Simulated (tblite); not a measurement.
# Geometry relaxation, with input and output: C₇H₁₀O (charge +1)

System: C₇H₁₀O, charge +1, multiplicity 2.
Method: GFN2-xTB geometry optimisation, gas phase (tblite 0.8.0).

It belongs to a series of runs on one base structure; here: electron removed.

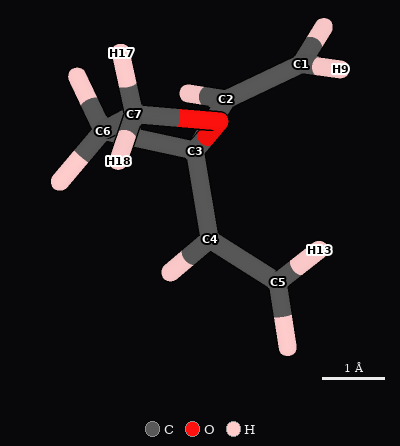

Fig. 1: The structure as given in the input (stick view, seen at a tilt; atoms are numbered from 1 in the order of the input). Bond lengths as drawn: C–C 1.34 to 1.56 Å, C–H 1.07 to 1.10 Å and C–O 1.45 to 1.46 Å.

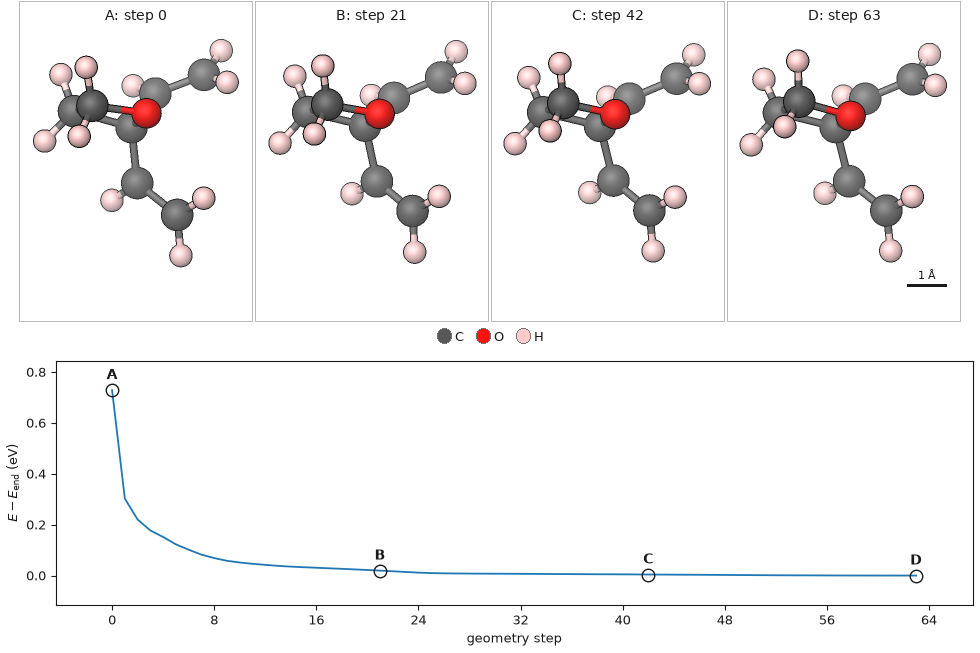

Fig. 2: Frames of the relaxation (ball-and-stick view, seen at a tilt) above the curves, on which the letters mark them (steps are counted from 0).

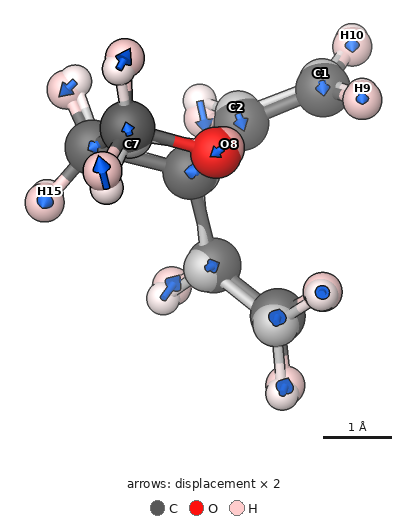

Fig. 3: Start (faint) and end (solid) with the displacements as blue arrows, magnified 2 times (ball-and-stick view, seen at a tilt). The two geometries are laid on each other by the best rigid fit. Over 63 geometry steps the energy falls by 0.729 eV. The largest force component goes from 3.7 to 0.008 eV/Å. H18 moves most after the best rigid fit: 0.30 Å. By element the largest moves are H 0.30 Å, C 0.20 Å, O 0.12 Å. Among the contacts that change: C4–C5 1.448 → 1.324 Å, C3–O8 1.460 → 1.391 Å, C3–C4 1.484 → 1.525 Å, C3–C6 1.563 → 1.527 Å. Among the angles that change: C2–C3–C4 110.2° → 94.2°, C2–C3–C6 111.8° → 119.8°, C3–C4–H12 120.1° → 113.1°. (Atoms are counted from 1 in the order of the input.)

These pictures come from the run below.

## Input
```
{"job": {"kind": "relax", "xc": "GFN2-xTB", "basis": "xTB"}, "charge": 1, "multiplicity": 2}
C     -0.214900     2.323000     0.720100
C     -0.286900     1.502000    -0.340200
C     -0.064200     0.018600    -0.176000
C      1.336000    -0.329900    -0.523600
C      2.325900    -0.561600     0.507100
C     -1.120400    -0.818200    -0.968100
C     -1.406200    -1.475400     0.370300
O     -0.558300    -0.537200     1.080100
H     -0.022800     1.952500     1.724800
H     -0.375200     3.392400     0.603700
H     -0.477200     1.886800    -1.326300
H      1.634600    -0.394600    -1.553600
H      2.052700    -0.484900     1.557700
H      3.351100    -0.791800     0.217300
H     -0.729800    -1.487100    -1.729200
H     -1.967200    -0.263500    -1.368700
H     -2.445400    -1.416000     0.710600
H     -1.040500    -2.508700     0.482400
```

The first line tells a small driver script what to run in tblite; the rest is the geometry in Å.

Command:
```bash
OMP_NUM_THREADS=1 python <driver script> task.json out
```

## What the program printed
```
step      E/eV     max force
  0    -640.86982    4.960
  1    -641.29605    1.594
  2    -641.37823    0.764
  3    -641.42123    0.726
  4    -641.44684    0.557
  5    -641.47580    0.404
  6    -641.49700    0.488
  7    -641.51637    0.334
  8    -641.52972    0.329
  9    -641.54055    0.216
 10    -641.54717    0.188
 11    -641.55225    0.156
 12    -641.55648    0.213
 13    -641.56035    0.182
 14    -641.56341    0.145
 15    -641.56572    0.105
 16    -641.56783    0.134
 17    -641.56999    0.124
 18    -641.57212    0.125
 19    -641.57433    0.132
 20    -641.57668    0.126
 21    -641.57913    0.145
 22    -641.58167    0.130
 23    -641.58437    0.120
 24    -641.58695    0.116
 25    -641.58883    0.090
 26    -641.58982    0.066
 27    -641.59033    0.045
 28    -641.59072    0.047
 29    -641.59105    0.046
 30    -641.59130    0.036
 31    -641.59150    0.036
 32    -641.59171    0.041
 33    -641.59198    0.043
 34    -641.59229    0.047
 35    -641.59259    0.038
 36    -641.59289    0.042
 37    -641.59316    0.040
 38    -641.59339    0.040
 39    -641.59360    0.039
 40    -641.59382    0.040
 41    -641.59409    0.044
 42    -641.59441    0.045
 43    -641.59471    0.043
 44    -641.59497    0.033
 45    -641.59522    0.042
 46    -641.59551    0.050
 47    -641.59584    0.050
 48    -641.59616    0.053
 49    -641.59646    0.051
 50    -641.59677    0.054
 51    -641.59708    0.046
 52    -641.59736    0.042
 53    -641.59755    0.035
 54    -641.59772    0.039
 55    -641.59789    0.035
 56    -641.59807    0.041
 57    -641.59822    0.033
 58    -641.59832    0.029
 59    -641.59839    0.023
 60    -641.59844    0.024
 61    -641.59849    0.023
 62    -641.59852    0.012
 63    -641.59853    0.009
```

## Trajectory as extended XYZ (Å, eV, eV/Å), 6 of the 64 frames kept, from step=0 to step=63
```
18
Properties=species:S:1:pos:R:3:forces:R:3 step=0 energy=-640.86982
C    -0.2149    2.3230    0.7201    0.0350  -0.7200  -0.8180
C    -0.2869    1.5020   -0.3402    0.6730   1.5520   1.6390
C    -0.0642    0.0186   -0.1760   -1.6040  -1.6390  -0.1410
C     1.3360   -0.3299   -0.5236    3.2760  -0.2220   3.7170
C     2.3259   -0.5616    0.5071   -2.6440   0.8430  -2.9390
C    -1.1204   -0.8182   -0.9681    0.3860  -0.2230   0.1460
C    -1.4062   -1.4754    0.3703    0.1500   0.7660   0.6950
O    -0.5583   -0.5372    1.0801    0.0150  -0.3700  -1.5940
H    -0.0228    1.9525    1.7248    0.0590   0.2130  -0.3080
H    -0.3752    3.3924    0.6037   -0.1850  -0.3040   0.0870
H    -0.4772    1.8868   -1.3263    0.1550  -0.2810  -0.2250
H     1.6346   -0.3946   -1.5536   -0.1430   0.2320  -0.1210
H     2.0527   -0.4849    1.5577    0.1480   0.0130  -0.4330
H     3.3511   -0.7918    0.2173   -0.5290  -0.1220   0.1670
H    -0.7298   -1.4871   -1.7292    0.0580   0.0880  -0.1450
H    -1.9672   -0.2635   -1.3687    0.0940   0.0530   0.0210
H    -2.4454   -1.4160    0.7106    0.0880  -0.1020   0.2030
H    -1.0405   -2.5087    0.4824   -0.0320   0.2230   0.0510
18
Properties=species:S:1:pos:R:3:forces:R:3 step=13 energy=-641.56035
C    -0.1713    2.3068    0.7311    0.0020   0.0460   0.0440
C    -0.1967    1.4819   -0.3030    0.0910   0.0670   0.0130
C    -0.1293   -0.0250   -0.1817   -0.0270  -0.1560   0.0340
C     1.3613   -0.2517   -0.4726   -0.1510   0.0890  -0.0490
C     2.2548   -0.4904    0.4682   -0.0060   0.0190  -0.0430
C    -1.1259   -0.8681   -0.9802    0.0270   0.0150  -0.0480
C    -1.4296   -1.4950    0.3791   -0.0200   0.0390   0.0470
O    -0.5652   -0.5721    1.0259    0.0160  -0.0380  -0.0120
H     0.0506    1.9897    1.7388   -0.0460  -0.0440  -0.0320
H    -0.4318    3.3481    0.6110    0.0710   0.0120  -0.0280
H    -0.2983    1.8111   -1.3283    0.0150   0.0140   0.0040
H     1.5822   -0.2338   -1.5308    0.0070   0.0270   0.0240
H     2.0504   -0.4099    1.5242   -0.0170  -0.0270  -0.0270
H     3.2365   -0.8393    0.1899    0.0990   0.0410   0.0310
H    -0.7275   -1.5136   -1.7565    0.0840  -0.1000   0.0290
H    -1.9440   -0.2923   -1.4070   -0.0740   0.0160   0.0440
H    -2.4500   -1.4177    0.7629   -0.0330  -0.0180  -0.0250
H    -1.0749   -2.5225    0.5174   -0.0360  -0.0010  -0.0040
18
Properties=species:S:1:pos:R:3:forces:R:3 step=25 energy=-641.58883
C    -0.1341    2.2907    0.7409   -0.0360  -0.0150  -0.0100
C    -0.1593    1.4620   -0.2927   -0.0020  -0.0290  -0.0100
C    -0.1524   -0.0533   -0.1758    0.0110   0.0300   0.0430
C     1.3375   -0.2023   -0.4904    0.0680  -0.0080   0.0390
C     2.2483   -0.4391    0.4400    0.0000  -0.0430   0.0080
C    -1.1351   -0.9044   -0.9729   -0.0350  -0.0110  -0.0230
C    -1.4641   -1.5085    0.3929   -0.0240  -0.0140  -0.0510
O    -0.5765   -0.5988    1.0309   -0.0150  -0.0730   0.0500
H    -0.0111    1.9618    1.7596    0.0250  -0.0470   0.0170
H    -0.2978    3.3475    0.5971    0.0050   0.0200  -0.0110
H    -0.1945    1.7933   -1.3207   -0.0010   0.0350  -0.0180
H     1.5499   -0.1177   -1.5465    0.0310   0.0000   0.0190
H     2.0141   -0.4388    1.4938    0.0210   0.0200  -0.0240
H     3.2601   -0.7129    0.1749   -0.0550   0.0540  -0.0260
H    -0.7032   -1.5740   -1.7114    0.0050  -0.0390  -0.0160
H    -1.9492   -0.3454   -1.4273   -0.0410   0.0150  -0.0300
H    -2.4899   -1.4042    0.7578    0.0160   0.0470   0.0090
H    -1.1515   -2.5493    0.5381    0.0270   0.0580   0.0350
18
Properties=species:S:1:pos:R:3:forces:R:3 step=38 energy=-641.59339
C    -0.1311    2.2702    0.7435   -0.0100   0.0120   0.0070
C    -0.1580    1.4535   -0.3001   -0.0060   0.0090   0.0090
C    -0.1545   -0.0615   -0.1820    0.0130  -0.0360  -0.0100
C     1.3400   -0.1953   -0.4846   -0.0150   0.0070  -0.0080
C     2.2543   -0.4236    0.4440    0.0100  -0.0120  -0.0040
C    -1.1423   -0.9134   -0.9780    0.0100   0.0020  -0.0010
C    -1.4807   -1.5001    0.3923   -0.0090   0.0010   0.0110
O    -0.5781   -0.6042    1.0272    0.0070  -0.0030  -0.0220
H    -0.0093    1.9227    1.7576    0.0070  -0.0030  -0.0210
H    -0.2838    3.3303    0.6090   -0.0030  -0.0010   0.0170
H    -0.1891    1.7988   -1.3245   -0.0050  -0.0180   0.0110
H     1.5691   -0.1005   -1.5364   -0.0240  -0.0010  -0.0010
H     2.0374   -0.4382    1.5000   -0.0190   0.0210  -0.0030
H     3.2664   -0.6636    0.1571    0.0320  -0.0030   0.0060
H    -0.7113   -1.6003   -1.7028    0.0040   0.0080   0.0040
H    -1.9532   -0.3584   -1.4463    0.0220   0.0100  -0.0070
H    -2.5025   -1.3695    0.7583   -0.0140   0.0210   0.0000
H    -1.1821   -2.5407    0.5541   -0.0020  -0.0130   0.0110
18
Properties=species:S:1:pos:R:3:forces:R:3 step=50 energy=-641.59677
C    -0.1304    2.2395    0.7531   -0.0020  -0.0060  -0.0060
C    -0.1620    1.4371   -0.2997    0.0080  -0.0230   0.0010
C    -0.1396   -0.0823   -0.1861    0.0050   0.0070  -0.0060
C     1.3496   -0.1932   -0.4949    0.0480   0.0190   0.0150
C     2.2720   -0.3928    0.4342    0.0130  -0.0160   0.0090
C    -1.1345   -0.9219   -0.9807   -0.0290  -0.0340   0.0020
C    -1.5052   -1.4809    0.3936   -0.0060  -0.0050   0.0110
O    -0.5622   -0.6234    1.0229    0.0050  -0.0010   0.0160
H     0.0143    1.8683    1.7549    0.0020   0.0220   0.0290
H    -0.3007    3.2990    0.6458   -0.0020   0.0210  -0.0020
H    -0.2123    1.7803   -1.3232   -0.0070   0.0230   0.0080
H     1.5702   -0.0970   -1.5481    0.0020  -0.0190  -0.0090
H     2.0494   -0.3991    1.4894   -0.0140   0.0150   0.0010
H     3.2919   -0.6155    0.1595   -0.0050   0.0020  -0.0210
H    -0.7061   -1.6338   -1.6815    0.0190  -0.0070  -0.0170
H    -1.9194   -0.3559   -1.4776   -0.0170  -0.0090  -0.0110
H    -2.5221   -1.2900    0.7481   -0.0040   0.0130   0.0100
H    -1.2617   -2.5320    0.5787   -0.0140  -0.0030  -0.0280
18
Properties=species:S:1:pos:R:3:forces:R:3 step=63 energy=-641.59853
C    -0.1309    2.2281    0.7651    0.0020   0.0000   0.0000
C    -0.1647    1.4273   -0.2892    0.0000   0.0010   0.0010
C    -0.1312   -0.0942   -0.1892   -0.0010  -0.0040   0.0040
C     1.3585   -0.1948   -0.5019   -0.0050   0.0010   0.0020
C     2.2829   -0.3771    0.4288    0.0040   0.0060   0.0000
C    -1.1323   -0.9292   -0.9846    0.0050   0.0030  -0.0010
C    -1.5183   -1.4729    0.3915   -0.0030   0.0020   0.0000
O    -0.5471   -0.6456    1.0184   -0.0020  -0.0020  -0.0010
H     0.0277    1.8656    1.7685   -0.0040   0.0040  -0.0030
H    -0.3125    3.2867    0.6566    0.0010  -0.0060   0.0000
H    -0.2298    1.7805   -1.3086    0.0010  -0.0020   0.0020
H     1.5760   -0.1137   -1.5575   -0.0040  -0.0040   0.0040
H     2.0577   -0.3661    1.4835    0.0030   0.0020   0.0020
H     3.3038   -0.5950    0.1554    0.0040  -0.0030  -0.0080
H    -0.6971   -1.6536   -1.6697    0.0000   0.0000   0.0000
H    -1.9070   -0.3673   -1.5018    0.0030   0.0030   0.0020
H    -2.5264   -1.2397    0.7472   -0.0060  -0.0020  -0.0040
H    -1.3180   -2.5327    0.5760    0.0030   0.0010  -0.0010
```

## Key numbers

- outcome: converged
- total energy: −641.5985 eV
- hardware: 1 CPU thread, shared host
- peak memory: 0.18 GiB
